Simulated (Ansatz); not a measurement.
**CH7FSiSn: geometry optimisation from a Python script**

What geometry does CH7FSiSn take? Aim: a geometry optimisation, for CH7FSiSn, run from a script.

Computed with Ansatz 0.2.0 through its Python package. Level of theory: PBE0+D3(BJ)/def2-SVP.

### Step 1. The system

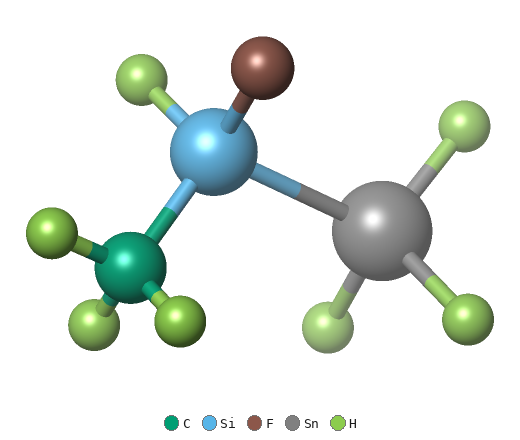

The starting structure, viewed from a chosen angle; carbon teal, silicon blue, fluorine brown, tin grey, hydrogen green.

The script holds or builds the structure itself.

### Step 2. Script

Input file ch7fsisn_opt.py:

```python
import ansatz as az
from ase import Atoms
import numpy as np

BASIS_SET = "def2-SVP"
FUNCTIONAL = "pbe0"
VDW = "d3bj"


def main() -> None:
    atoms = Atoms(["C", "Si", "F", "Sn", "H", "H", "H", "H", "H", "H", "H"], positions=[
        (-0.9115, 1.3897, -0.3701),
        (0.6113, 0.4434, -0.5411),
        (1.8686, 1.3326, 0.0826),
        (0.4438, -1.6981, 0.7256),
        (-1.1512, 1.6444, 0.671),
        (-0.8566, 2.4032, -0.9419),
        (-1.7785, 0.8523, -0.7953),
        (0.91, 0.1725, -1.9651),
        (0.0636, -1.337, 2.4574),
        (1.8466, -2.6399, 0.6089),
        (-0.9806, -2.6199, 0.0886),
    ])
    system = az.Crystal.molecule_from_ase(atoms)

    calculation = (
        system.calculation()
        .basis(gaussian=BASIS_SET)
        .functional(FUNCTIONAL, dispersion=VDW)
    )
    symbols = [site.symbol for site in system.cartesian_sites]
    start = np.array([site.position_ang for site in system.cartesian_sites], dtype=float)
    def progress(event):
        if event["event"] == "relax_step":
            row = event["data"]
            print(f"step {row['step']:3d}  E = {row['lagrangian_ev']:.6f} eV  max force {row['allowed_force_max_ev_ang']:.4f} eV/A")


    summary = calculation.relax(force_tolerance=0.005, max_steps=100).session().plan().execute(on_event=progress).report
    end = np.array(summary["positions_ang"])

    print(f"E = {summary['free_energy_ev']:.6f} eV = {summary['free_energy_ev'] / 27.211386246:.7f} Ha")
    print("converged:", summary["converged"], " doubts:", summary["published_state_doubts"] or "none")

    print("bond        before    after (A)")
    for i, j in [(0, 1), (0, 4), (0, 5), (0, 6), (1, 2), (1, 3), (1, 7), (3, 8), (3, 9), (3, 10)]:
        d0, d1 = (np.linalg.norm(xyz[i] - xyz[j]) for xyz in (start, end))
        print(f"{symbols[i]}{i}-{symbols[j]}{j}".ljust(10), f"{d0:8.4f} {d1:8.4f}")


if __name__ == "__main__":
    main()
```

### Step 3. The run

Run with:

```sh
python ch7fsisn_opt.py
```

Q: Predict the main results. Wanted: total energy; dipole moment; moves of the relaxation; energy gained; last largest force component.

**Answer**, as computed:

| quantity | value |
| --- | --- |
| total energy | -17565.8602 eV |
| dipole moment | 1.76 D |
| moves of the relaxation | 7 |
| energy gained | 0.266 eV |
| last largest force component | 0.0008 eV/Å |

**Reading.** After 7 moves the largest shift is 0.171 Å, of atom 11 (H). Notes:
- The end point is the stationary point reached from this start; no frequency run checks that it is a minimum, and the basis set is modest.
- def2 sets replace the cores of elements past krypton by effective core potentials.
